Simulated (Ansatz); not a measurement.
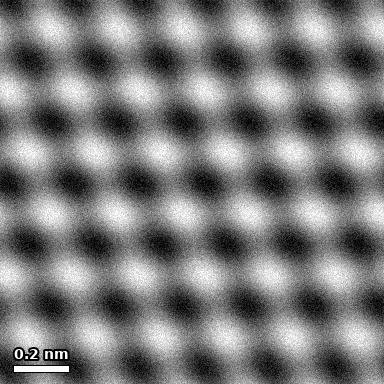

Phase-contrast TEM-like image of Pt (Fm-3m, No. 225). Simulated in the weak-phase-object approximation with neutral-atom potentials: 300 kV, Cs = 1.20 mm, defocus −583 Å (negative is underfocus), defocus spread 30 Å, aperture 0.49 1/Å. Shot noise was added. Atomic positions: the input geometry of an electronic-structure calculation (not necessarily at equilibrium).

```cif
data_structure
_symmetry_space_group_name_H-M 'Fm-3m'
_symmetry_Int_Tables_number 225
_cell_length_a 3.9200
_cell_length_b 3.9200
_cell_length_c 3.9200
_cell_angle_alpha 90.000
_cell_angle_beta 90.000
_cell_angle_gamma 90.000
_cell_volume 60.24
loop_
_atom_site_label
_atom_site_type_symbol
_atom_site_symmetry_multiplicity
_atom_site_Wyckoff_symbol
_atom_site_fract_x
_atom_site_fract_y
_atom_site_fract_z
_atom_site_occupancy
Pt1 Pt 4 a 0.00000 0.00000 0.00000 1
```

**Along which zone axis is the crystal seen: [001], [210], [110] or [221]? (Directions equivalent by symmetry count as one.)**

[110]. The projected cells are 1.96 × 1.96 Å, 90° for [001]; 0.88 × 1.96 Å, 90° for [210]; 2.40 × 2.40 Å, 109° for [110]; 0.92 × 1.46 Å, 108° for [221], and the image repeats as the [110] one does.
